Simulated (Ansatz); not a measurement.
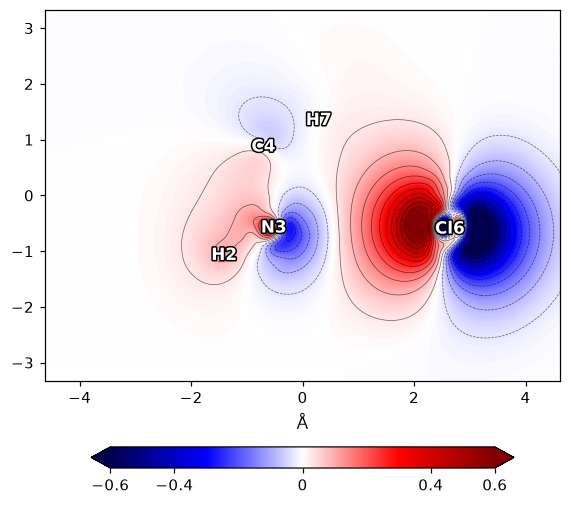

The picture shows: ClIn···CH$_{5}$N. The HOMO−1 on the plane of atoms N3, C4 and H7 (values in Å⁻³ᐟ²; the overall sign is arbitrary).

Core potentials replace the inner electrons of In.

Level of theory: RKS B3LYP-D4/def2-SVP (Ansatz 0.2.0).

The calculation's input:

```
crystal:
  periodic: [false, false, false]
  atoms:
    - { symbol: In, position_ang: [1.85861, -1.598264, 0.292857] }
    - { symbol: H, position_ang: [0.35646, -0.809707, -0.368012] }
    - { symbol: "N", position_ang: [-0.162615, -0.064498, 0.212584] }
    - { symbol: C, position_ang: [-0.360497, 1.148034, -0.568443] }
    - { symbol: H, position_ang: [-0.963557, -0.302549, 0.833309] }
    - { symbol: Cl, position_ang: [0.465171, -2.846102, 1.910805] }
    - { symbol: H, position_ang: [-0.596632, 1.988093, 0.103814] }
    - { symbol: H, position_ang: [-1.168441, 1.076917, -1.321514] }
    - { symbol: H, position_ang: [0.571501, 1.408076, -1.095499] }
basis:
  gaussian: { orbitals: def2-SVP }
hamiltonian:
  xc: b3lyp
  dispersion: d4
relax:
  f_tol: 0.03
  max_steps: 50
output:
  orbitals: {}
```

Command:

```sh
ansatz run input.yaml --threads 2 --pin off --max-ram 3072MiB --backend cpu --events-out ev --progress --plain --runs-dir out
```

The fields are those of the run's last geometry, not of the input's.

**What is the character of this orbital?**

Its weight (Hirshfeld) is mainly on Cl6 (about 90 %); largely a lone pair of Cl6. Its energy is −6.95 eV.
